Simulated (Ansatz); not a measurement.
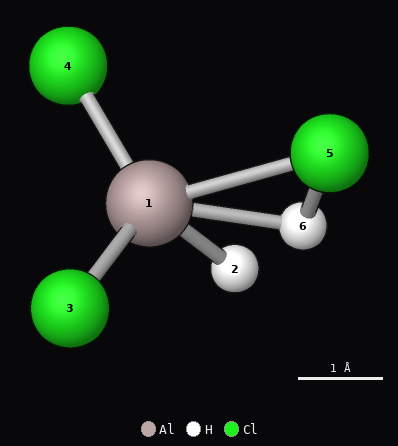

The starting structure (ball-and-stick view, seen at a tilt; atoms are numbered from 1 in the order of the input). Sticks mark near contacts. Bond lengths as drawn: Al–Cl 2.09 to 2.38 Å, Al–H 1.66 to 1.90 Å and Cl–H 1.48 Å.

Molecular dynamics of AlH2Cl3 (part 1 of 4)

AlH2Cl3, computed with RHF/def2-SVP (Ansatz 0.2.0).

It belongs to a series of runs on one base structure; here: dynamics from the highest image of the converged band. Figures and captions count atoms from 1; the log counts them from 0 in places.

Log:
```
Engine: ansatz 0.2.0, x86_64-unknown-linux-gnu
Functional definition: HF
  exchange = exact_x
  correlation = 0
799 factors; integrals over basis functions are off by at most 3.1e-4 eV
mean field evaluation 1: about -44113.7489 eV, gradient 1.9e1 eV
mean field evaluation 2: about -44113.7532 eV, gradient 1.9e1 eV
mean field evaluation 4: about -44115.0206 eV, gradient 1.4e0 eV
mean field evaluation 8: about -44115.0312 eV, gradient 3.2e-4 eV
mean field -44115.03118231 eV, -1621.1974937079 hartree, gradient 1.9e-5 eV, S^2 0.000000; 0 other end points of the search recorded, 0 dependent functions left out
the calculation of the forces begins
reference -44115.03118231 eV, -1621.1974937079 hartree; 33, 33 occupied and 49, 49 virtual orbitals, 799 factors
md step     0: t =     0.00 fs  T =   300.0 K  F+E_penalty+E_count = -44115.03118231 eV  E_kin = 0.155112 eV  conserved = -44114.87607031 eV  (25 SCF iters)
these checks for a lower state are left out or cut short: starts, cluster_reference, orbital_swaps, neighbouring_geometries, increment
799 factors; integrals over basis functions are off by at most 2.9e-4 eV
mean field evaluation 16: about -44115.0300 eV, gradient 5.1e-6 eV
mean field -44115.03002344 eV, -1621.1974511202 hartree, gradient 5.1e-6 eV, S^2 0.000000; 0 other end points of the search recorded, 0 dependent functions left out
the calculation of the forces begins
reference -44115.03002344 eV, -1621.1974511202 hartree; 33, 33 occupied and 49, 49 virtual orbitals, 799 factors
md step     1: t =     0.50 fs  T =   297.8 K  F+E_penalty+E_count = -44115.03002344 eV  E_kin = 0.153964 eV  conserved = -44114.87605962 eV  (26 SCF iters)
[... from here on the SCF iterations and repeated set-up lines of each step are left out, up to the last step ...]
md step     2: t =     1.00 fs  T =   290.3 K  F+E_penalty+E_count = -44115.02612783 eV  E_kin = 0.150091 eV  conserved = -44114.87603646 eV  (26 SCF iters)
md step     3: t =     1.50 fs  T =   278.2 K  F+E_penalty+E_count = -44115.01983956 eV  E_kin = 0.143836 eV  conserved = -44114.87600387 eV  (26 SCF iters)
md step     4: t =     2.00 fs  T =   262.4 K  F+E_penalty+E_count = -44115.01165570 eV  E_kin = 0.135690 eV  conserved = -44114.87596537 eV  (26 SCF iters)
md step     5: t =     2.50 fs  T =   244.2 K  F+E_penalty+E_count = -44115.00217257 eV  E_kin = 0.126248 eV  conserved = -44114.87592432 eV  (26 SCF iters)
md step     6: t =     3.00 fs  T =   224.6 K  F+E_penalty+E_count = -44114.99203088 eV  E_kin = 0.116147 eV  conserved = -44114.87588403 eV  (26 SCF iters)
md step     7: t =     3.50 fs  T =   205.0 K  F+E_penalty+E_count = -44114.98186296 eV  E_kin = 0.106016 eV  conserved = -44114.87584735 eV  (26 SCF iters)
md step     8: t =     4.00 fs  T =   186.5 K  F+E_penalty+E_count = -44114.97224682 eV  E_kin = 0.096430 eV  conserved = -44114.87581658 eV  (26 SCF iters)
md step     9: t =     4.50 fs  T =   170.0 K  F+E_penalty+E_count = -44114.96366915 eV  E_kin = 0.087876 eV  conserved = -44114.87579317 eV  (27 SCF iters)
md step    10: t =     5.00 fs  T =   156.1 K  F+E_penalty+E_count = -44114.95650066 eV  E_kin = 0.080723 eV  conserved = -44114.87577796 eV  (26 SCF iters)
md step    11: t =     5.50 fs  T =   145.5 K  F+E_penalty+E_count = -44114.95098375 eV  E_kin = 0.075213 eV  conserved = -44114.87577071 eV  (26 SCF iters)
md step    12: t =     6.00 fs  T =   138.2 K  F+E_penalty+E_count = -44114.94723491 eV  E_kin = 0.071464 eV  conserved = -44114.87577041 eV  (26 SCF iters)
md step    13: t =     6.50 fs  T =   134.4 K  F+E_penalty+E_count = -44114.94526024 eV  E_kin = 0.069485 eV  conserved = -44114.87577529 eV  (26 SCF iters)
md step    14: t =     7.00 fs  T =   133.8 K  F+E_penalty+E_count = -44114.94498333 eV  E_kin = 0.069200 eV  conserved = -44114.87578296 eV  (26 SCF iters)
md step    15: t =     7.50 fs  T =   136.3 K  F+E_penalty+E_count = -44114.94628316 eV  E_kin = 0.070493 eV  conserved = -44114.87579063 eV  (26 SCF iters)
md step    16: t =     8.00 fs  T =   141.7 K  F+E_penalty+E_count = -44114.94903897 eV  E_kin = 0.073244 eV  conserved = -44114.87579492 eV  (26 SCF iters)
md step    17: t =     8.50 fs  T =   149.7 K  F+E_penalty+E_count = -44114.95318112 eV  E_kin = 0.077388 eV  conserved = -44114.87579269 eV  (26 SCF iters)
md step    18: t =     9.00 fs  T =   160.5 K  F+E_penalty+E_count = -44114.95874336 eV  E_kin = 0.082963 eV  conserved = -44114.87578046 eV  (26 SCF iters)
md step    19: t =     9.50 fs  T =   174.4 K  F+E_penalty+E_count = -44114.96591748 eV  E_kin = 0.090163 eV  conserved = -44114.87575486 eV  (26 SCF iters)
md step    20: t =    10.00 fs  T =   192.2 K  F+E_penalty+E_count = -44114.97510733 eV  E_kin = 0.099395 eV  conserved = -44114.87571253 eV  (26 SCF iters)
md step    21: t =    10.50 fs  T =   215.3 K  F+E_penalty+E_count = -44114.98698181 eV  E_kin = 0.111331 eV  conserved = -44114.87565089 eV  (26 SCF iters)
md step    22: t =    11.00 fs  T =   245.5 K  F+E_penalty+E_count = -44115.00252045 eV  E_kin = 0.126952 eV  conserved = -44114.87556832 eV  (26 SCF iters)
md step    23: t =    11.50 fs  T =   285.4 K  F+E_penalty+E_count = -44115.02304274 eV  E_kin = 0.147576 eV  conserved = -44114.87546629 eV  (25 SCF iters)
md step    24: t =    12.00 fs  T =   338.2 K  F+E_penalty+E_count = -44115.05019461 eV  E_kin = 0.174842 eV  conserved = -44114.87535285 eV  (25 SCF iters)
md step    25: t =    12.50 fs  T =   407.3 K  F+E_penalty+E_count = -44115.08584167 eV  E_kin = 0.210592 eV  conserved = -44114.87524920 eV  (25 SCF iters)
md step    26: t =    13.00 fs  T =   496.2 K  F+E_penalty+E_count = -44115.13177567 eV  E_kin = 0.256576 eV  conserved = -44114.87520010 eV  (25 SCF iters)
md step    27: t =    13.50 fs  T =   606.9 K  F+E_penalty+E_count = -44115.18909040 eV  E_kin = 0.313805 eV  conserved = -44114.87528560 eV  (25 SCF iters)
md step    28: t =    14.00 fs  T =   737.8 K  F+E_penalty+E_count = -44115.25707537 eV  E_kin = 0.381452 eV  conserved = -44114.87562311 eV  (25 SCF iters)
md step    29: t =    14.50 fs  T =   880.7 K  F+E_penalty+E_count = -44115.33166271 eV  E_kin = 0.455341 eV  conserved = -44114.87632198 eV  (24 SCF iters)
md step    30: t =    15.00 fs  T =  1019.0 K  F+E_penalty+E_count = -44115.40417716 eV  E_kin = 0.526841 eV  conserved = -44114.87733651 eV  (24 SCF iters)
md step    31: t =    15.50 fs  T =  1130.3 K  F+E_penalty+E_count = -44115.46261107 eV  E_kin = 0.584406 eV  conserved = -44114.87820542 eV  (24 SCF iters)
md step    32: t =    16.00 fs  T =  1200.9 K  F+E_penalty+E_count = -44115.49887360 eV  E_kin = 0.620892 eV  conserved = -44114.87798180 eV  (24 SCF iters)
md step    33: t =    16.50 fs  T =  1248.8 K  F+E_penalty+E_count = -44115.52179225 eV  E_kin = 0.645679 eV  conserved = -44114.87611280 eV  (25 SCF iters)
md step    34: t =    17.00 fs  T =  1331.0 K  F+E_penalty+E_count = -44115.56223235 eV  E_kin = 0.688158 eV  conserved = -44114.87407443 eV  (25 SCF iters)
md step    35: t =    17.50 fs  T =  1499.9 K  F+E_penalty+E_count = -44115.65002233 eV  E_kin = 0.775520 eV  conserved = -44114.87450229 eV  (25 SCF iters)
md step    36: t =    18.00 fs  T =  1742.7 K  F+E_penalty+E_count = -44115.77829131 eV  E_kin = 0.901051 eV  conserved = -44114.87724071 eV  (26 SCF iters)
md step    37: t =    18.50 fs  T =  1985.6 K  F+E_penalty+E_count = -44115.90612590 eV  E_kin = 1.026660 eV  conserved = -44114.87946634 eV  (25 SCF iters)
md step    38: t =    19.00 fs  T =  2162.6 K  F+E_penalty+E_count = -44115.99780178 eV  E_kin = 1.118128 eV  conserved = -44114.87967427 eV  (25 SCF iters)
md step    39: t =    19.50 fs  T =  2259.3 K  F+E_penalty+E_count = -44116.04660320 eV  E_kin = 1.168145 eV  conserved = -44114.87845868 eV  (25 SCF iters)
md step    40: t =    20.00 fs  T =  2304.8 K  F+E_penalty+E_count = -44116.06857643 eV  E_kin = 1.191691 eV  conserved = -44114.87688512 eV  (26 SCF iters)
md step    41: t =    20.50 fs  T =  2342.8 K  F+E_penalty+E_count = -44116.08695455 eV  E_kin = 1.211342 eV  conserved = -44114.87561228 eV  (25 SCF iters)
md step    42: t =    21.00 fs  T =  2410.6 K  F+E_penalty+E_count = -44116.12130565 eV  E_kin = 1.246378 eV  conserved = -44114.87492787 eV  (25 SCF iters)
md step    43: t =    21.50 fs  T =  2528.4 K  F+E_penalty+E_count = -44116.18225715 eV  E_kin = 1.307278 eV  conserved = -44114.87497915 eV  (25 SCF iters)
md step    44: t =    22.00 fs  T =  2694.1 K  F+E_penalty+E_count = -44116.26881802 eV  E_kin = 1.392935 eV  conserved = -44114.87588305 eV  (25 SCF iters)
md step    45: t =    22.50 fs  T =  2880.1 K  F+E_penalty+E_count = -44116.36677521 eV  E_kin = 1.489144 eV  conserved = -44114.87763132 eV  (25 SCF iters)
md step    46: t =    23.00 fs  T =  3036.6 K  F+E_penalty+E_count = -44116.44976382 eV  E_kin = 1.570035 eV  conserved = -44114.87972864 eV  (25 SCF iters)
md step    47: t =    23.50 fs  T =  3109.4 K  F+E_penalty+E_count = -44116.48841039 eV  E_kin = 1.607699 eV  conserved = -44114.88071145 eV  (25 SCF iters)
md step    48: t =    24.00 fs  T =  3083.8 K  F+E_penalty+E_count = -44116.47313235 eV  E_kin = 1.594456 eV  conserved = -44114.87867655 eV  (25 SCF iters)
md step    49: t =    24.50 fs  T =  3026.1 K  F+E_penalty+E_count = -44116.43902137 eV  E_kin = 1.564615 eV  conserved = -44114.87440590 eV  (25 SCF iters)
md step    50: t =    25.00 fs  T =  3047.8 K  F+E_penalty+E_count = -44116.44882348 eV  E_kin = 1.575822 eV  conserved = -44114.87300185 eV  (26 SCF iters)
md step    51: t =    25.50 fs  T =  3182.4 K  F+E_penalty+E_count = -44116.52196985 eV  E_kin = 1.645429 eV  conserved = -44114.87654039 eV  (26 SCF iters)
md step    52: t =    26.00 fs  T =  3341.3 K  F+E_penalty+E_count = -44116.60779832 eV  E_kin = 1.727566 eV  conserved = -44114.88023197 eV  (25 SCF iters)
md step    53: t =    26.50 fs  T =  3420.8 K  F+E_penalty+E_count = -44116.64933717 eV  E_kin = 1.768673 eV  conserved = -44114.88066442 eV  (25 SCF iters)
md step    54: t =    27.00 fs  T =  3396.3 K  F+E_penalty+E_count = -44116.63488124 eV  E_kin = 1.756042 eV  conserved = -44114.87883915 eV  (25 SCF iters)
md step    55: t =    27.50 fs  T =  3311.4 K  F+E_penalty+E_count = -44116.58877713 eV  E_kin = 1.712129 eV  conserved = -44114.87664832 eV  (24 SCF iters)
md step    56: t =    28.00 fs  T =  3227.4 K  F+E_penalty+E_count = -44116.54378348 eV  E_kin = 1.668699 eV  conserved = -44114.87508423 eV  (24 SCF iters)
md step    57: t =    28.50 fs  T =  3191.3 K  F+E_penalty+E_count = -44116.52444865 eV  E_kin = 1.650046 eV  conserved = -44114.87440306 eV  (25 SCF iters)
md step    58: t =    29.00 fs  T =  3224.3 K  F+E_penalty+E_count = -44116.54169337 eV  E_kin = 1.667066 eV  conserved = -44114.87462704 eV  (25 SCF iters)
md step    59: t =    29.50 fs  T =  3319.0 K  F+E_penalty+E_count = -44116.59181556 eV  E_kin = 1.716060 eV  conserved = -44114.87575558 eV  (25 SCF iters)
md step    60: t =    30.00 fs  T =  3440.6 K  F+E_penalty+E_count = -44116.65663535 eV  E_kin = 1.778927 eV  conserved = -44114.87770830 eV  (25 SCF iters)
md step    61: t =    30.50 fs  T =  3532.0 K  F+E_penalty+E_count = -44116.70607100 eV  E_kin = 1.826207 eV  conserved = -44114.87986433 eV  (25 SCF iters)
md step    62: t =    31.00 fs  T =  3536.8 K  F+E_penalty+E_count = -44116.70927430 eV  E_kin = 1.828671 eV  conserved = -44114.88060349 eV  (25 SCF iters)
md step    63: t =    31.50 fs  T =  3445.5 K  F+E_penalty+E_count = -44116.65955263 eV  E_kin = 1.781480 eV  conserved = -44114.87807262 eV  (25 SCF iters)
md step    64: t =    32.00 fs  T =  3334.7 K  F+E_penalty+E_count = -44116.59785123 eV  E_kin = 1.724170 eV  conserved = -44114.87368108 eV  (25 SCF iters)
md step    65: t =    32.50 fs  T =  3315.7 K  F+E_penalty+E_count = -44116.58728672 eV  E_kin = 1.714372 eV  conserved = -44114.87291451 eV  (26 SCF iters)
md step    66: t =    33.00 fs  T =  3407.0 K  F+E_penalty+E_count = -44116.63847007 eV  E_kin = 1.761563 eV  conserved = -44114.87690723 eV  (25 SCF iters)
md step    67: t =    33.50 fs  T =  3509.5 K  F+E_penalty+E_count = -44116.69490488 eV  E_kin = 1.814578 eV  conserved = -44114.88032718 eV  (25 SCF iters)
md step    68: t =    34.00 fs  T =  3526.9 K  F+E_penalty+E_count = -44116.70390840 eV  E_kin = 1.823563 eV  conserved = -44114.88034577 eV  (24 SCF iters)
md step    69: t =    34.50 fs  T =  3447.2 K  F+E_penalty+E_count = -44116.66068838 eV  E_kin = 1.782334 eV  conserved = -44114.87835457 eV  (24 SCF iters)
md step    70: t =    35.00 fs  T =  3320.3 K  F+E_penalty+E_count = -44116.59292700 eV  E_kin = 1.716703 eV  conserved = -44114.87622366 eV  (25 SCF iters)
md step    71: t =    35.50 fs  T =  3207.3 K  F+E_penalty+E_count = -44116.53310130 eV  E_kin = 1.658289 eV  conserved = -44114.87481246 eV  (25 SCF iters)
md step    72: t =    36.00 fs  T =  3151.3 K  F+E_penalty+E_count = -44116.50367036 eV  E_kin = 1.629354 eV  conserved = -44114.87431652 eV  (26 SCF iters)
md step    73: t =    36.50 fs  T =  3167.9 K  F+E_penalty+E_count = -44116.51269520 eV  E_kin = 1.637946 eV  conserved = -44114.87474969 eV  (26 SCF iters)
md step    74: t =    37.00 fs  T =  3243.5 K  F+E_penalty+E_count = -44116.55315383 eV  E_kin = 1.677040 eV  conserved = -44114.87611378 eV  (26 SCF iters)
md step    75: t =    37.50 fs  T =  3336.5 K  F+E_penalty+E_count = -44116.60335999 eV  E_kin = 1.725121 eV  conserved = -44114.87823859 eV  (25 SCF iters)
md step    76: t =    38.00 fs  T =  3385.9 K  F+E_penalty+E_count = -44116.63096411 eV  E_kin = 1.750671 eV  conserved = -44114.88029346 eV  (24 SCF iters)
md step    77: t =    38.50 fs  T =  3340.2 K  F+E_penalty+E_count = -44116.60741622 eV  E_kin = 1.727025 eV  conserved = -44114.88039131 eV  (24 SCF iters)
md step    78: t =    39.00 fs  T =  3208.9 K  F+E_penalty+E_count = -44116.53610368 eV  E_kin = 1.659109 eV  conserved = -44114.87699450 eV  (25 SCF iters)
md step    79: t =    39.50 fs  T =  3088.9 K  F+E_penalty+E_count = -44116.46987331 eV  E_kin = 1.597070 eV  conserved = -44114.87280284 eV  (24 SCF iters)
md step    80: t =    40.00 fs  T =  3084.6 K  F+E_penalty+E_count = -44116.46825885 eV  E_kin = 1.594864 eV  conserved = -44114.87339458 eV  (25 SCF iters)
md step    81: t =    40.50 fs  T =  3182.0 K  F+E_penalty+E_count = -44116.52308946 eV  E_kin = 1.645216 eV  conserved = -44114.87787355 eV  (24 SCF iters)
md step    82: t =    41.00 fs  T =  3267.6 K  F+E_penalty+E_count = -44116.57002987 eV  E_kin = 1.689481 eV  conserved = -44114.88054880 eV  (26 SCF iters)
md step    83: t =    41.50 fs  T =  3261.0 K  F+E_penalty+E_count = -44116.56589632 eV  E_kin = 1.686063 eV  conserved = -44114.87983297 eV  (23 SCF iters)
md step    84: t =    42.00 fs  T =  3170.4 K  F+E_penalty+E_count = -44116.51684471 eV  E_kin = 1.639233 eV  conserved = -44114.87761219 eV  (23 SCF iters)
md step    85: t =    42.50 fs  T =  3054.0 K  F+E_penalty+E_count = -44116.45463808 eV  E_kin = 1.579058 eV  conserved = -44114.87557978 eV  (24 SCF iters)
md step    86: t =    43.00 fs  T =  2971.1 K  F+E_penalty+E_count = -44116.41059065 eV  E_kin = 1.536203 eV  conserved = -44114.87438814 eV  (25 SCF iters)
md step    87: t =    43.50 fs  T =  2958.4 K  F+E_penalty+E_count = -44116.40375836 eV  E_kin = 1.529606 eV  conserved = -44114.87415210 eV  (25 SCF iters)
md step    88: t =    44.00 fs  T =  3023.2 K  F+E_penalty+E_count = -44116.43797069 eV  E_kin = 1.563095 eV  conserved = -44114.87487614 eV  (26 SCF iters)
md step    89: t =    44.50 fs  T =  3142.9 K  F+E_penalty+E_count = -44116.50152814 eV  E_kin = 1.624990 eV  conserved = -44114.87653832 eV  (25 SCF iters)
md step    90: t =    45.00 fs  T =  3267.5 K  F+E_penalty+E_count = -44116.56827622 eV  E_kin = 1.689448 eV  conserved = -44114.87882846 eV  (24 SCF iters)
md step    91: t =    45.50 fs  T =  3333.3 K  F+E_penalty+E_count = -44116.60402550 eV  E_kin = 1.723434 eV  conserved = -44114.88059147 eV  (24 SCF iters)
md step    92: t =    46.00 fs  T =  3299.6 K  F+E_penalty+E_count = -44116.58573206 eV  E_kin = 1.706012 eV  conserved = -44114.87972047 eV  (24 SCF iters)
md step    93: t =    46.50 fs  T =  3202.7 K  F+E_penalty+E_count = -44116.53142581 eV  E_kin = 1.655906 eV  conserved = -44114.87551953 eV  (24 SCF iters)
md step    94: t =    47.00 fs  T =  3156.3 K  F+E_penalty+E_count = -44116.50421769 eV  E_kin = 1.631911 eV  conserved = -44114.87230714 eV  (26 SCF iters)
md step    95: t =    47.50 fs  T =  3238.7 K  F+E_penalty+E_count = -44116.54918057 eV  E_kin = 1.674519 eV  conserved = -44114.87466185 eV  (26 SCF iters)
md step    96: t =    48.00 fs  T =  3392.8 K  F+E_penalty+E_count = -44116.63340114 eV  E_kin = 1.754206 eV  conserved = -44114.87919517 eV  (25 SCF iters)
md step    97: t =    48.50 fs  T =  3499.1 K  F+E_penalty+E_count = -44116.68998059 eV  E_kin = 1.809187 eV  conserved = -44114.88079407 eV  (24 SCF iters)
md step    98: t =    49.00 fs  T =  3502.5 K  F+E_penalty+E_count = -44116.69033152 eV  E_kin = 1.810946 eV  conserved = -44114.87938535 eV  (24 SCF iters)
md step    99: t =    49.50 fs  T =  3431.9 K  F+E_penalty+E_count = -44116.65152296 eV  E_kin = 1.774426 eV  conserved = -44114.87709724 eV  (24 SCF iters)
md step   100: t =    50.00 fs  T =  3349.6 K  F+E_penalty+E_count = -44116.60716276 eV  E_kin = 1.731863 eV  conserved = -44114.87529946 eV  (24 SCF iters)
md step   101: t =    50.50 fs  T =  3309.0 K  F+E_penalty+E_count = -44116.58530257 eV  E_kin = 1.710886 eV  conserved = -44114.87441664 eV  (26 SCF iters)
md step   102: t =    51.00 fs  T =  3337.6 K  F+E_penalty+E_count = -44116.60014450 eV  E_kin = 1.725647 eV  conserved = -44114.87449745 eV  (26 SCF iters)
md step   103: t =    51.50 fs  T =  3432.7 K  F+E_penalty+E_count = -44116.65037116 eV  E_kin = 1.774829 eV  conserved = -44114.87554249 eV  (26 SCF iters)
md step   104: t =    52.00 fs  T =  3562.1 K  F+E_penalty+E_count = -44116.71920732 eV  E_kin = 1.841727 eV  conserved = -44114.87747987 eV  (25 SCF iters)
md step   105: t =    52.50 fs  T =  3668.6 K  F+E_penalty+E_count = -44116.77658702 eV  E_kin = 1.896798 eV  conserved = -44114.87978924 eV  (25 SCF iters)
md step   106: t =    53.00 fs  T =  3690.3 K  F+E_penalty+E_count = -44116.78898284 eV  E_kin = 1.908043 eV  conserved = -44114.88094004 eV  (24 SCF iters)
md step   107: t =    53.50 fs  T =  3606.6 K  F+E_penalty+E_count = -44116.74361454 eV  E_kin = 1.864770 eV  conserved = -44114.87884451 eV  (24 SCF iters)
md step   108: t =    54.00 fs  T =  3485.0 K  F+E_penalty+E_count = -44116.67611374 eV  E_kin = 1.801891 eV  conserved = -44114.87422258 eV  (25 SCF iters)
md step   109: t =    54.50 fs  T =  3445.2 K  F+E_penalty+E_count = -44116.65395298 eV  E_kin = 1.781332 eV  conserved = -44114.87262128 eV  (26 SCF iters)
md step   110: t =    55.00 fs  T =  3526.0 K  F+E_penalty+E_count = -44116.69944691 eV  E_kin = 1.823063 eV  conserved = -44114.87638413 eV  (26 SCF iters)
md step   111: t =    55.50 fs  T =  3634.4 K  F+E_penalty+E_count = -44116.75941483 eV  E_kin = 1.879136 eV  conserved = -44114.88027846 eV  (25 SCF iters)
md step   112: t =    56.00 fs  T =  3662.4 K  F+E_penalty+E_count = -44116.77426565 eV  E_kin = 1.893599 eV  conserved = -44114.88066663 eV  (24 SCF iters)
md step   113: t =    56.50 fs  T =  3586.3 K  F+E_penalty+E_count = -44116.73294823 eV  E_kin = 1.854240 eV  conserved = -44114.87870818 eV  (24 SCF iters)
```
